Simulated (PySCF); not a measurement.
# SN2: structure of the triplet

The task is one start of a wider search on SN2: the triplet, from a end-on start. It is relaxed, tested by its Hessian and followed downhill if it is a saddle.

Computed with PySCF 2.14.0. Level: PBE0, basis S def2-TZVP, N def2-TZVP, no relativity, density fitting.

### 1 The starting structure

3 atoms, charge 0, spin multiplicity 3.

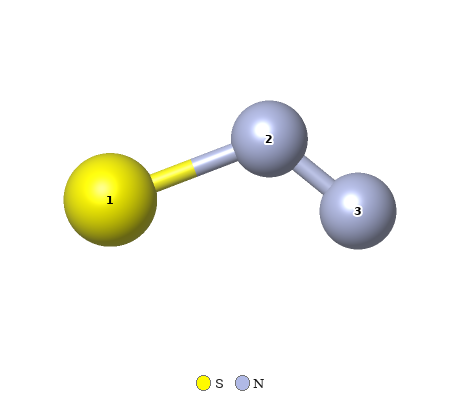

As it starts; sulfur yellow, nitrogen light blue; atoms are numbered from 1 in the order of the file.

Coordinates in bohr (charge 0 multiplicity 3):
```
S     0.0000    0.0000    0.0000
N     0.0000    0.0000    3.3868
N     1.9729    0.0000    4.5206
```

### 2 The SCF at the typed geometry

One driver script runs all steps and calls PySCF; scf.py shows how it sets up the SCF of each step. The optimiser is the driver's own. After this first run the driver tries any further starts and a stability analysis.

The input, scf.py:

```python
from pyscf import gto, scf, dft
mol = gto.M(atom='''
S      0.000000     0.000000     0.000000
N      0.000000     0.000000     1.792200
N      1.044000     0.000000     2.392200''',
    basis={'S': 'def2-TZVP', 'N': 'def2-TZVP'},
    charge=0, spin=2)
mf = dft.UKS(mol, xc='PBE0')
mf.grids.atom_grid = (50, 194)
aux = {'S': 'def2-universal-JKFIT', 'N': 'def2-universal-JKFIT'}
mf = mf.density_fit(auxbasis=aux)
mf.conv_tol = 1e-08
mf.diis_space = 10
mf.max_cycle = 60
mf.init_guess = 'minao'
mf.verbose = 4
mf.kernel()
```

Command:

```bash
$ OMP_NUM_THREADS=2 python axn.py task.json out
```

Log:

```text
init E= -507.529288284696
[... the frontier-level lines of each cycle are left out ...]
cycle= 1 E= -507.344188470754  delta_E= 0.185  |g|= 0.229  |ddm|= 1.29
cycle= 2 E= -507.30996880915  delta_E= 0.0342  |g|= 0.381  |ddm|= 0.39
cycle= 3 E= -507.371480867816  delta_E= -0.0615  |g|= 0.0683  |ddm|= 0.225
cycle= 4 E= -507.372207915533  delta_E= -0.000727  |g|= 0.0544  |ddm|= 0.0655
cycle= 5 E= -507.373549447566  delta_E= -0.00134  |g|= 0.0179  |ddm|= 0.0532
cycle= 6 E= -507.373767754267  delta_E= -0.000218  |g|= 0.00324  |ddm|= 0.019
cycle= 7 E= -507.373789104626  delta_E= -2.14e-05  |g|= 0.00185  |ddm|= 0.00601
cycle= 8 E= -507.373797217128  delta_E= -8.11e-06  |g|= 0.000938  |ddm|= 0.00367
cycle= 9 E= -507.373800868471  delta_E= -3.65e-06  |g|= 0.000459  |ddm|= 0.00301
cycle= 10 E= -507.373801882759  delta_E= -1.01e-06  |g|= 0.000172  |ddm|= 0.002
cycle= 11 E= -507.373801968456  delta_E= -8.57e-08  |g|= 6.47e-05  |ddm|= 0.000572
cycle= 12 E= -507.373801975377  delta_E= -6.92e-09  |g|= 1.67e-05  |ddm|= 0.000154
Extra cycle  E= -507.373801975612  delta_E= -2.35e-10  |g|= 1.32e-05  |ddm|= 2.61e-05
converged SCF energy = -507.373801975612  <S^2> = 2.0158989  2S+1 = 3.0105806
```

This step, with its further starts and checks, took 10 s on 2 threads of Arm Neoverse V1, shared host.

Energies from each starting density:

| start | energy (Eh) |
| --- | --- |
| the minimal-basis guess | -507.373802 |
| a thermally smeared density | -507.373802 |
| a smeared PBE density | -507.373802 |

The test of internal stability and the other starts found no lower solution of this spin.

### 3 End-on start, triplet: relaxation

The program finds Cs symmetry in the start, which this walk keeps. Threshold on the gradient: 0.0003 Eh/bohr, with a further test on the energy change.

Changes to scf.py since step 2:

```diff
@@ -3,3 +3,3 @@
-S      0.000000     0.000000     0.000000
-N      0.000000     0.000000     1.792200
-N      1.044000     0.000000     2.392200''',
+S     -0.243742     0.000000    -0.976929
+N     -0.243742     0.000000     0.815271
+N      0.800258     0.000000     1.415271''',
@@ -15 +14,0 @@
-mf.init_guess = 'minao'
```

Energy and gradient, step by step (not every step is listed):

| step | energy (Eh) | change (kJ/mol) | largest symmetric gradient (Eh/bohr) |
| --- | --- | --- | --- |
| 0 | -507.373802 | 0.00 | 0.07723 |
| 1 | -507.377832 | -10.58 | 0.04819 |
| 2 | -507.380922 | -18.69 | 0.02490 |
| 3 | -507.385672 | -31.17 | 0.04152 |
| 4 | -507.393169 | -50.85 | 0.04324 |
| 5 | -507.401383 | -72.41 | 0.03063 |
| 6 | -507.413912 | -105.31 | 0.05860 |
| 7 | -507.417527 | -114.80 | 0.00830 |
| 8 | -507.419051 | -118.80 | 0.00540 |
| 9 | -507.419760 | -120.66 | 0.00252 |
| 10 | -507.420087 | -121.52 | 0.00068 |
| 12 | -507.420260 | -121.98 | 0.00027 |
| 14 | -507.420278 | -122.02 | 0.00031 |
| 16 | -507.420279 | -122.03 | 0.00043 |
| 18 | -507.420286 | -122.04 | 0.00328 |
| 20 | -507.420302 | -122.08 | 0.00016 |
| 22 | -507.420309 | -122.10 | 0.00063 |
| 24 | -507.420314 | -122.12 | 0.00462 |
| 26 | -507.420319 | -122.13 | 0.00153 |
| 28 | -507.420325 | -122.15 | 0.00131 |
| 30 | -507.420333 | -122.17 | 0.00218 |
| 32 | -507.420343 | -122.19 | 0.00238 |
| 33 | -507.420352 | -122.22 | 0.00154 |
| 34 | -507.420359 | -122.24 | 0.00242 |
| 35 | -507.420376 | -122.28 | 0.00040 |
| 36 | -507.420352 | -122.22 | 0.00744 |
| 37 | -507.420379 | -122.29 | 0.00017 |
| 38 | -507.420381 | -122.29 | 0.00019 |

The walk took 54 s.

Positions (Å) and forces (eV/Å) along the way:

```
step 0
S   -0.244   0.000  -0.977  -0.125   0.000   0.040
N   -0.244   0.000   0.815   3.971   0.000   1.958
N    0.800   0.000   1.415  -3.846   0.000  -1.998
step 1
S   -0.251   0.000  -0.973  -0.171   0.000  -1.631
N   -0.195   0.000   0.823  -2.308   0.000  -0.104
N    0.759   0.000   1.404   2.479   0.000   1.734
step 19
S   -0.545   0.000  -2.241  -0.001   0.000   0.003
N   -0.061   0.000   1.508   0.028   0.000   0.003
N    0.918   0.000   1.987  -0.027   0.000  -0.006
step 38
S   -0.595   0.000  -2.249  -0.001   0.000   0.000
N    0.066   0.000   1.370   0.010   0.000   0.002
N    0.843   0.000   2.134  -0.009   0.000  -0.002
```

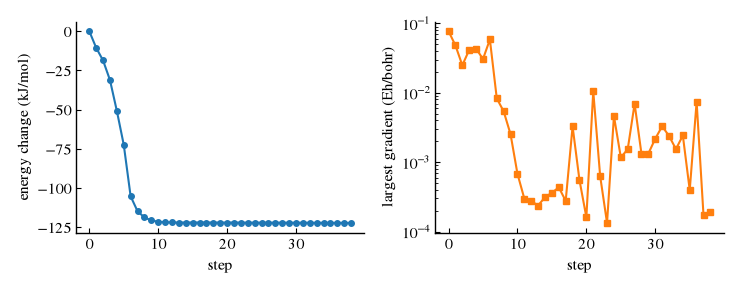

Energy and largest gradient along the walk.

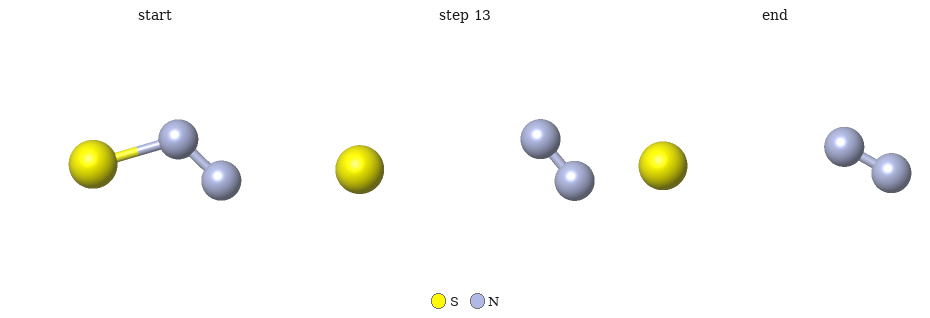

Start and end of the relaxation, with a step between.

After 38 steps and 122.3 kJ/mol it ends at Cs: N–N 1.090 Å. The molecule has come apart into S + N₂.

### 4 Outcome

| quantity | value |
| --- | --- |
| relaxations | 1 |
| converged | 1 |
| saddle points found | 0 |
| minima found | 0 |

What this shows: No minimum was confirmed: every start fell apart. No equilibrium property of the molecule follows from this session.
